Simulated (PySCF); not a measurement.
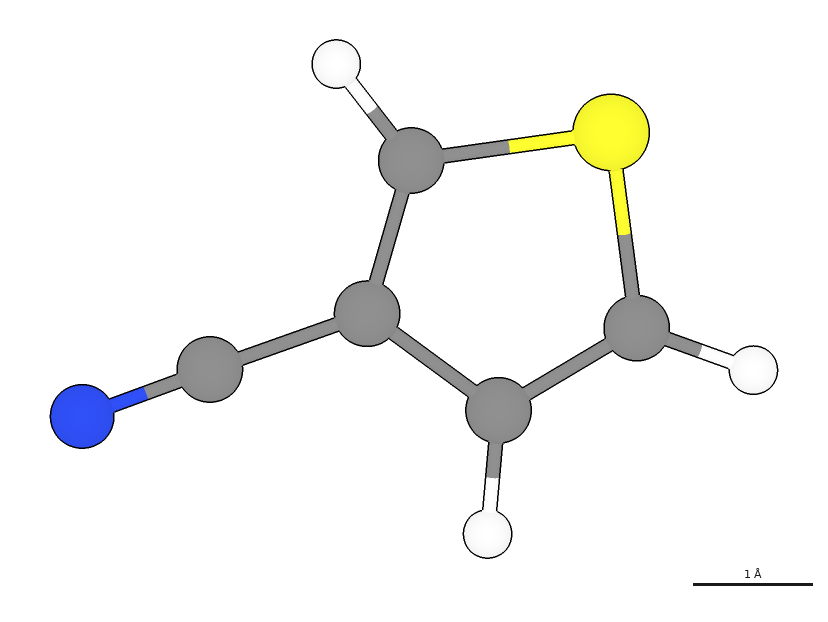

The picture shows a molecular structure as a ball-and-stick model. Colours: nitrogen blue, carbon grey, sulfur yellow, hydrogen white.

Computed geometry: GFN2-xTB optimisation. No frequency run is at hand to confirm it as a minimum.

What is the molecular formula?

Answer. C₅H₃NS, 10 atoms: 5 carbon, 3 hydrogen, 1 nitrogen and 1 sulfur.

What is the point group of this geometry?

Answer. Cs.

How many bonds of each kind are drawn?

Answer. 4 C–C, 3 C–H, 2 C–S, 1 C–N.

The parts below concern this one geometry. Atoms keep their numbers from picture to picture.

**Shape**

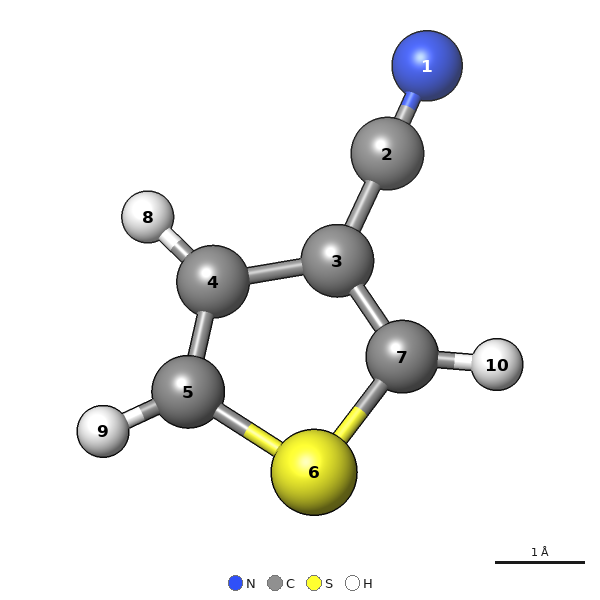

The atoms are numbered. No frequency run is at hand to confirm it as a minimum.

Give the bond lengths.

```csv
bond,length (Å),order
N1–C2,1.147,triple
C2–C3,1.407,delocalised
C3–C4,1.424,aromatic
C3–C7,1.369,aromatic
C4–C5,1.353,aromatic
C4–H8,1.075,single
C5–S6,1.723,aromatic
C5–H9,1.072,single
S6–C7,1.710,aromatic
C7–H10,1.072,single
```

**Charges**

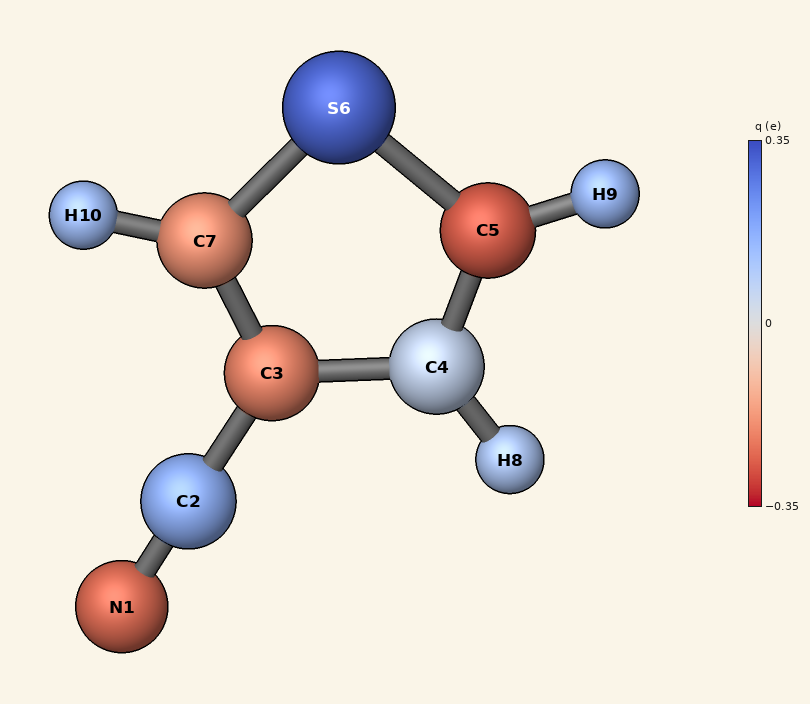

Atoms are coloured by their Mulliken charges. No frequency run is at hand to confirm it as a minimum. Properties computed with PBE0/pcSseg-1, gas phase (PySCF 2.14.0).

Give the Mulliken charges atom by atom.

```csv
atom,value (e)
N1,−0.24
C2,0.16
C3,−0.20
C4,0.06
C5,−0.26
S6,0.30
C7,−0.18
H8,0.10
H9,0.14
H10,0.13
```

**Electronic properties**

No frequency run is at hand to confirm it as a minimum. Level of theory: PBE0/def2-SVPD, gas phase (PySCF 2.14.0). Excitations: vertical, linear response.

Predict the main results.

- dipole moment: 4.24 D
- HOMO energy (Kohn–Sham orbital): −7.69 eV
- LUMO energy (Kohn–Sham orbital): −1.56 eV
- HOMO–LUMO gap: 6.13 eV
- mean static polarisability: 78.0 bohr³
- lowest vertical singlet excitation: 5.53 eV
- its oscillator strength: 0.032
- brightest of the 6 lowest singlets: 6.67 eV
- its oscillator strength: 0.32

**NMR shielding**

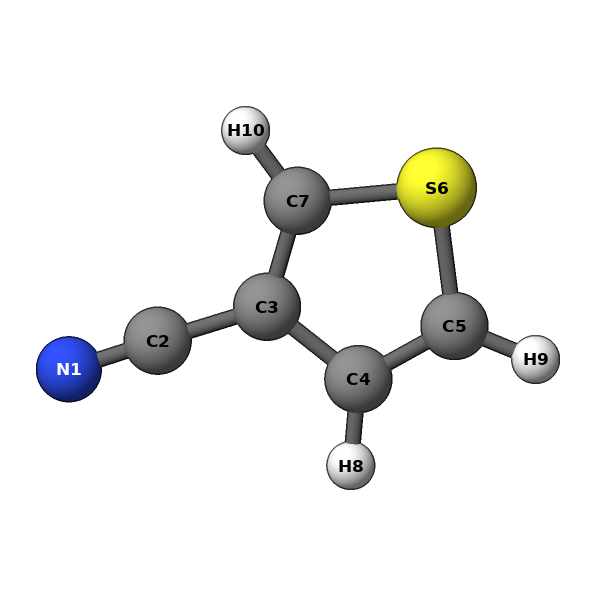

No frequency run is at hand to confirm it as a minimum. Level of theory: GIAO PBE0/pcSseg-1 NMR shielding, non-relativistic, gas phase (PySCF 2.14.0). Principal shieldings σ11 ≤ σ22 ≤ σ33, span Ω = σ33 − σ11, skew κ = 3(σiso − σ22)/Ω.

Give the shielding tensors of the S atoms.

```tsv
atom	σ11	σ22	σ33	σiso	Ω	κ
S6	132.1	246.0	407.3	261.8	275.2	0.17
```

Shieldings and span in ppm.

**Ring current**

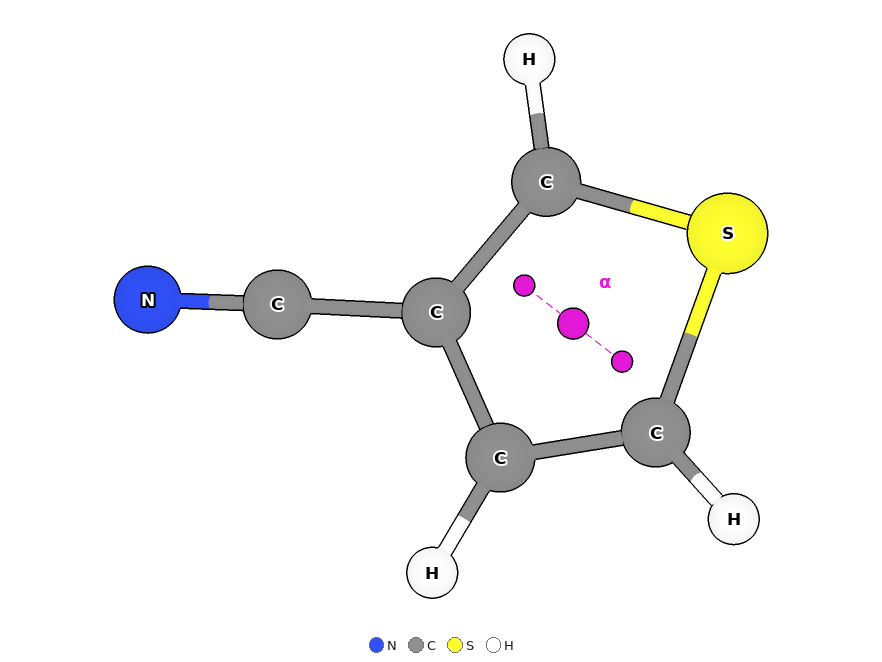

The small points mark where nucleus-independent chemical shifts (NICS) were computed: at the centre of each lettered ring and 1 Å above and below it. No frequency run is at hand to confirm it as a minimum. Properties computed with GIAO PBE0/pcSseg-1 NMR shielding, non-relativistic, gas phase (PySCF 2.14.0).

Give NICS(0), NICS(1) and the out-of-plane component NICS(1)zz for each ring (means of the two sides).

| ring | members | NICS(0) | NICS(1) | NICS(1)zz |
| --- | --- | --- | --- | --- |
| α | C4S | −13.6 | −11.7 | −27.4 |

Values in ppm.

What do the values say about the ring currents?

Answer. Ring α: diatropic, as in an aromatic ring. NICS is one index among several.

Mulliken values depend strongly on the basis set and can even reverse the polarity of a bond.
